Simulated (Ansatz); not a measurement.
Converging the plane-wave cutoff: AlCr2C (P3m1, 8 atoms in the cell)

```yaml
crystal:
  lattice:
    - [2.81663, 0.00000, 0.00000]
    - [-1.40831, 2.43927, 0.00000]
    - [0.00000, 0.00000, 12.56357]
  atoms:
    - { symbol: Al, position: [0.66667, 0.33333, 0.25398] }
    - { symbol: Al, position: [0.33333, 0.66667, 0.75000] }
    - { symbol: Cr, position: [0.33333, 0.66667, 0.41494] }
    - { symbol: Cr, position: [0.66667, 0.33333, 0.58506] }
    - { symbol: Cr, position: [0.66667, 0.33333, 0.91494] }
    - { symbol: Cr, position: [0.33333, 0.66667, 0.08506] }
    - { symbol: C, position: [0.00000, 0.00000, 0.50000] }
    - { symbol: C, position: [0.00000, 0.00000, 0.00000] }
```

Computed with PBEsol, default PAW files made with PBE (plane waves; Ansatz, a program for electronic structure).

Base settings: basis.ecutwfc = 30.9 Ry; kpoints.mp_grid.grid = 9 9 1; hamiltonian.xc = pbesol; hamiltonian.pseudopotentials = {kind: paw} (the program's default PAW files); scf.occupations.method = gaussian; scf.occupations.width = 0.0073 Ry.

The second cell is the first with its lattice scaled by 0.98.

The mesh stays at the base's, so the ladder's end is converged at best in this setting alone.

The first pressure column holds Ansatz's estimate of the finite-basis (Pulay) stress, which hides part of the cutoff error; the other is without it.

Only quantities that move along the ladder and can be compared are tabulated.

The count of work is k-points × plane waves × bands × iterations; it is no time. 

The starting cell comes from a database of computed structures (which also holds hypothetical and non-ambient phases and stackings), without a prior relaxation at this level. Its lattice was rescaled by up to half a per cent. One atom was moved a little off its site on purpose. Spin polarisation is off. Without a gap this mesh is coarse (it stands for a supercell whose shortest vector is 13 Å).

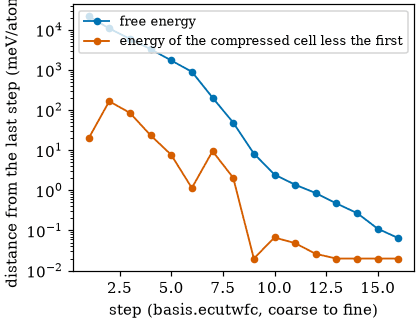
Fig. 1. Distance from the last step along the ladder; very small values are drawn at a floor.

| basis.ecutwfc | free energy less the last step's (meV/atom) | energy of the compressed cell less the first (meV/atom) | pressure (GPa) | pressure without the Pulay estimate (GPa) | largest difference of a force vector from the last step's (eV/Å) | count of work / last |
|---|---|---|---|---|---|---|
| 10.7 Ry | 21757.81 | 7.71 | -7.98 | -928.45 | 2.915 | 0.068 |
| 12.5 Ry | 10850.99 | -138.52 | -13.74 | -536.12 | 0.332 | 0.093 |
| 14 Ry | 5951.51 | 112.77 | 2.44 | -334.62 | 0.444 | 0.092 |
| 15.4 Ry | 3318.78 | 50.97 | 10.59 | -209.29 | 0.625 | 0.10 |
| 16.9 Ry | 1724.88 | 35.00 | -1.11 | -124.91 | 0.608 | 0.12 |
| 18.4 Ry | 902.22 | 26.17 | -2.87 | -75.23 | 0.130 | 0.14 |
| 21.7 Ry | 204.81 | 17.86 | -3.41 | -23.74 | 0.356 | 0.15 |
| 24.6 Ry | 48.93 | 25.25 | -1.24 | -7.57 | 0.044 | 0.19 |
| 27.9 Ry | 8.26 | 27.30 | -0.88 | -2.02 | 0.006 | 0.23 |
| 30.9 Ry | 2.47 | 27.38 | -0.88 | -1.09 | 0.001 | 0.27 |
| 33.8 Ry | 1.38 | 27.36 | -0.89 | -0.97 | 0.001 | 0.30 |
| 37.1 Ry | 0.85 | 27.34 | -0.90 | -0.94 | 0.001 | 0.35 |
| 41.5 Ry | 0.47 | 27.33 | -0.90 | -0.93 | 0.000 | 0.42 |
| 46.3 Ry | 0.27 | 27.33 | -0.90 | -0.92 | 0.000 | 0.49 |
| 54 Ry | 0.11 | 27.32 | -0.90 | -0.91 | 0.000 | 0.62 |
| 61.7 Ry | 0.06 | 27.32 | -0.90 | -0.91 | 0.000 | 0.76 |
| 74.2 Ry | 0.00 | 27.32 | -0.91 | -0.91 | 0.000 | 1.0 |

Coarsest basis.ecutwfc that holds the free energy within 2 meV/atom of the last step, with all finer ones: 33.8 Ry, at 0.30 of the last step's count of work; the step before is off by 2.5 meV/atom.

Coarsest basis.ecutwfc that holds the energy of the compressed cell less the first within 0.2 meV/atom of the last step, with all finer ones: 27.9 Ry, at 0.23 of the last step's count of work; the step before is off by 2.1 meV/atom.

Coarsest basis.ecutwfc that holds the forces within 0.01 eV/Å of the last step, with all finer ones: 27.9 Ry, at 0.23 of the last step's count of work; the step before is off by 0.044 eV/Å.

The energy difference between the two cells stays within 1 meV/atom of the last step's from 27.9 Ry on, the total only from 37.1 Ry on: much of the error is common to both cells and cancels.

At the lowest cutoff the pressure without the Pulay estimate lies 928 GPa under the last step's, the usual sign of Pulay stress in an incomplete plane-wave basis.

Keys are those of Ansatz 0.2.
